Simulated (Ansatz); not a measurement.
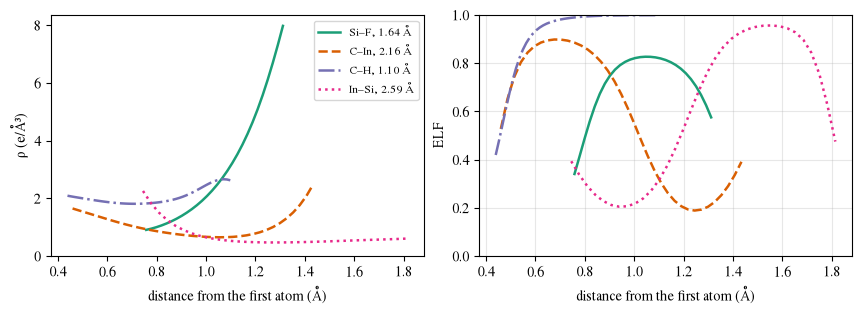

CH6FInSi (SMILES [CH3][InH][SiH2]F). Electron density and ELF along straight lines between neighbouring atoms. The curves leave out the atomic cores.

Geometry: PBE0-D3(BJ)/def2-SVP; core potentials replace the inner electrons of In.

Level of theory: isolated molecule in a Gaussian basis; Kohn-Sham density functional theory, functional PBE0 in Ansatz 0.2.0.

```xyz
10

C     1.4357    0.1920    0.9575
F    -1.3740   -1.8837   -1.5323
In   -0.7178    0.3962    1.0461
Si   -2.2747   -0.9559   -0.5242
H     1.7563   -0.2423    0.0007
H     1.7614   -0.4780    1.7695
H     1.9256    1.1655    1.1050
H    -1.4313    1.4790    2.2109
H    -3.1952   -1.8776    0.2163
H    -3.1385   -0.0845   -1.3841
```

Q: Compare the contacts.

A: Si–F (1.64 Å): ρ is about 1.1 e/Å³ halfway; the ELF peaks at about 0.85 in the valence shell of F, 0.6 Å from its nucleus, and is about 0.55 at the midpoint.
C–In (2.16 Å): ρ is about 0.66 e/Å³ halfway; the ELF peaks at about 0.90 in the valence shell of C, 0.7 Å from its nucleus, and drops to about 0.20 between the two atoms.
C–H (1.10 Å): the density is about 1.9 e/Å³ at the midpoint; the ELF climbs to about 1 towards the hydrogen, as it does in any bond to H (a covalent bond by its length).
In–Si (2.59 Å): ρ is about 0.47 e/Å³ halfway; the ELF peaks at about 0.95 between the atoms (a shared electron pair).
